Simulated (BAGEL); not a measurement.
# B2NH5O (SMILES BOBN): HF/6-31G(d) (density fitting with qzvpp-jkfit, spherical functions)

Aim: the vertical singlet–triplet gap of B2NH5O at HF/6-31G* (density fitting with qzvpp-jkfit, spherical functions), from 2 runs. 

Program for the calculation: BAGEL 1.2.2.

1 further run of the same task is left out (set aside as unsound or not needed). Runs told in other sessions of the task aren't counted.

### Step 1. The system as given

B2NH5O: 9 atoms, total charge 0, spin state singlet. SMILES: `BOBN`. The coordinates come from a GFN2-xTB relaxation. This is one conformer, not always the lowest.

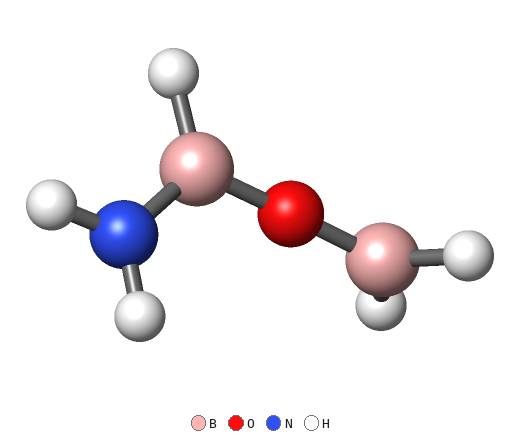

The structure, seen from a chosen angle (boron pink, oxygen red, nitrogen blue, hydrogen white).

### Step 2. A single-point energy at HF/6-31G(d) (density fitting with qzvpp-jkfit, spherical functions)

Contents of input.json:

```json
{ "bagel": [

{
  "title": "molecule",
  "basis": "6-31gs.json",
  "df_basis": "qzvpp-jkfit",
  "angstrom": "true",
  "geometry": [
    { "atom": "B", "xyz": [      -0.554830,       1.774420,       0.183280 ] },
    { "atom": "O", "xyz": [      -0.246110,       0.526480,       0.337160 ] },
    { "atom": "B", "xyz": [       0.079630,      -0.748010,       0.469550 ] },
    { "atom": "N", "xyz": [       0.590370,      -1.467420,      -0.621680 ] },
    { "atom": "H", "xyz": [      -1.652690,       2.076220,      -0.143520 ] },
    { "atom": "H", "xyz": [       0.259820,       2.612800,       0.374500 ] },
    { "atom": "H", "xyz": [      -0.057600,      -1.287220,       1.506670 ] },
    { "atom": "H", "xyz": [       0.726140,      -1.053970,      -1.527620 ] },
    { "atom": "H", "xyz": [       0.855280,      -2.433300,      -0.578330 ] }
  ]
},

{
  "title": "hf",
  "charge": 0
},

{
  "title": "print",
  "file": "orbitals.molden",
  "orbitals": "true"
}

]}
```

The basis set 6-31G* is read from a file made from the Basis Set Exchange's data (not shown).

Started as:

```console
$ BAGEL_NUM_THREADS=1 BAGEL input.json > input.out
```

Standard output:

```text
* using 1 threads per process

  ===============================================================
  ===============================================================

  *** Geometry ***

  { "atom" : "B", "xyz" : [     -1.048477,      3.353168,      0.346349 ] },
  { "atom" : "O", "xyz" : [     -0.465080,      0.994903,      0.637140 ] },
  { "atom" : "B", "xyz" : [      0.150479,     -1.413534,      0.887321 ] },
  { "atom" : "N", "xyz" : [      1.115638,     -2.773022,     -1.174805 ] },
  { "atom" : "H", "xyz" : [     -3.123131,      3.923487,     -0.271213 ] },
  { "atom" : "H", "xyz" : [      0.490989,      4.937476,      0.707702 ] },
  { "atom" : "H", "xyz" : [     -0.108848,     -2.432493,      2.847194 ] },
  { "atom" : "H", "xyz" : [      1.372206,     -1.991715,     -2.886783 ] },
  { "atom" : "H", "xyz" : [      1.616245,     -4.598271,     -1.092885 ] },

  Number of auxiliary basis functions:      394

  Since a DF basis is specified, we compute 2- and 3-index integrals:
    o Being stored without compression. Storage requirement is 0.014 GB

  Number of basis functions:       66
  Number of electrons      :       30

    * METHOD: MOLECULE                             0.14

  *** RHF ***

  === Nuclear Repulsion ===
   102.5395877328

      * DIIS with orbital gradients will be used.

  === RHF iteration (6-31gs.json) ===
      0       -181.47055547          0.02762805           0.03
      1       -181.63719641          0.01631332           0.03
      2       -181.70493178          0.00203458           0.02
      3       -181.70629004          0.00069670           0.03
      4       -181.70642756          0.00011025           0.03
      5       -181.70643160          0.00001678           0.03
      6       -181.70643177          0.00000529           0.02
      7       -181.70643179          0.00000139           0.03
      8       -181.70643179          0.00000035           0.02
      9       -181.70643179          0.00000011           0.02
     10       -181.70643179          0.00000004           0.03
     11       -181.70643179          0.00000001           0.03
    * SCF iteration converged.

    * Permanent dipole moment:
           (   -0.273541,     0.516018,     0.448379) a.u.

    * METHOD: HF                                   0.40

    * METHOD: PRINT                                0.01

  ===============================================================
```

It took 0.68 s on 1 thread of Arm Neoverse V1, shared host.

### Step 3. The triplet

Contents of calc.json:

```json
{ "bagel" : [

{
  "title" : "molecule",
  "basis" : "6-31gs.json",
  "df_basis" : "qzvpp-jkfit",
  "angstrom" : "true",
  "geometry" : [
    { "atom" : "B", "xyz" : [      -0.554830,       1.774420,       0.183280 ] },
    { "atom" : "O", "xyz" : [      -0.246110,       0.526480,       0.337160 ] },
    { "atom" : "B", "xyz" : [       0.079630,      -0.748010,       0.469550 ] },
    { "atom" : "N", "xyz" : [       0.590370,      -1.467420,      -0.621680 ] },
    { "atom" : "H", "xyz" : [      -1.652690,       2.076220,      -0.143520 ] },
    { "atom" : "H", "xyz" : [       0.259820,       2.612800,       0.374500 ] },
    { "atom" : "H", "xyz" : [      -0.057600,      -1.287220,       1.506670 ] },
    { "atom" : "H", "xyz" : [       0.726140,      -1.053970,      -1.527620 ] },
    { "atom" : "H", "xyz" : [       0.855280,      -2.433300,      -0.578330 ] }
  ]
},

{ "title" : "uhf", "nopen" : 2 },

{ "title" : "print", "file" : "orbitals.molden", "orbitals" : "true" }

]}
```

The basis set 6-31G* is read from a file made from the Basis Set Exchange's data (not shown).

Started as:

```console
$ BAGEL_NUM_THREADS=1 BAGEL calc.json > calc.out
```

Standard output:

```text
* using 1 threads per process

  ===============================================================
  ===============================================================

  *** Geometry ***

  { "atom" : "B", "xyz" : [     -1.048477,      3.353168,      0.346349 ] },
  { "atom" : "O", "xyz" : [     -0.465080,      0.994903,      0.637140 ] },
  { "atom" : "B", "xyz" : [      0.150479,     -1.413534,      0.887321 ] },
  { "atom" : "N", "xyz" : [      1.115638,     -2.773022,     -1.174805 ] },
  { "atom" : "H", "xyz" : [     -3.123131,      3.923487,     -0.271213 ] },
  { "atom" : "H", "xyz" : [      0.490989,      4.937476,      0.707702 ] },
  { "atom" : "H", "xyz" : [     -0.108848,     -2.432493,      2.847194 ] },
  { "atom" : "H", "xyz" : [      1.372206,     -1.991715,     -2.886783 ] },
  { "atom" : "H", "xyz" : [      1.616245,     -4.598271,     -1.092885 ] },

  Number of auxiliary basis functions:      394

  Since a DF basis is specified, we compute 2- and 3-index integrals:
    o Being stored without compression. Storage requirement is 0.014 GB

  Number of basis functions:       66
  Number of electrons      :       30

    * METHOD: MOLECULE                             0.14

  *** Open-shell HF ***

  === Nuclear Repulsion ===
   102.5395877328

      * DIIS with orbital gradients will be used.

  === UHF iteration (6-31gs.json) ===
      0       -181.22842024          0.05506188           0.05
      1       -181.39490848          0.03457779           0.05
      2       -181.44515824          0.02171474           0.05
      3       -181.47779116          0.00150955           0.05
      4       -181.47829034          0.00075675           0.05
      5       -181.47843768          0.00032197           0.05
      6       -181.47853269          0.00025880           0.05
      7       -181.47863387          0.00018366           0.05
      8       -181.47868720          0.00009073           0.05
      9       -181.47870297          0.00005744           0.05
     10       -181.47870745          0.00002025           0.05
     11       -181.47870834          0.00000867           0.05
     12       -181.47870855          0.00000312           0.05
     13       -181.47870860          0.00000171           0.05
     14       -181.47870863          0.00000125           0.05
     15       -181.47870864          0.00000085           0.05
     16       -181.47870865          0.00000067           0.05
     17       -181.47870865          0.00000033           0.05
     18       -181.47870865          0.00000021           0.05
     19       -181.47870865          0.00000011           0.05
     20       -181.47870865          0.00000006           0.05
     21       -181.47870865          0.00000004           0.05
     22       -181.47870865          0.00000002           0.05
     23       -181.47870865          0.00000002           0.05
     24       -181.47870865          0.00000001           0.05
    * SCF iteration converged.

    * S^2 (UHF) is 2.0201

    * Permanent dipole moment:
           (   -0.341620,     0.688588,     0.513794) a.u.

    * METHOD: UHF                                  1.41

    * METHOD: PRINT                                0.01

  ===============================================================
```

It took 1.7 s on 1 thread of Arm Neoverse V1, shared host.

### Step 4. Summary of results

Level: HF/6-31G* (density fitting with qzvpp-jkfit, spherical functions).

```
                                        quantity          value
                           singlet: total energy  -181.70643 Eh
                          singlet: dipole moment         1.87 D
                            singlet: HOMO energy      -10.96 eV
                            singlet: LUMO energy        4.14 eV
                          singlet: HOMO–LUMO gap       15.10 eV
                           triplet: total energy  -181.47871 Eh
                          triplet: dipole moment         2.35 D
                                   triplet: ⟨S²⟩          2.020
vertical energy of the triplet above the singlet       6.197 eV
```

In words: At this shape the triplet lies 6.20 eV (598 kJ/mol) above the singlet.
